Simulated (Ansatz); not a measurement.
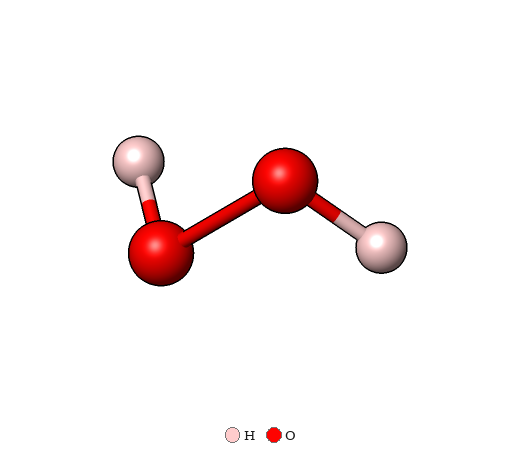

Sticks follow a distance rule. Harmonic vibrations computed with RKS PBE0-D4/def2-TZVP (Ansatz 0.2.0) at a stationary point of the same level.

Question: Is this a minimum or a saddle point?

Answer: A minimum: no imaginary frequency, and the lowest mode lies at 394 cm⁻¹.

Question: List the wavenumbers.

Answer: 6 modes: 394, 1008, 1346, 1464, 3806, 3808 cm⁻¹.
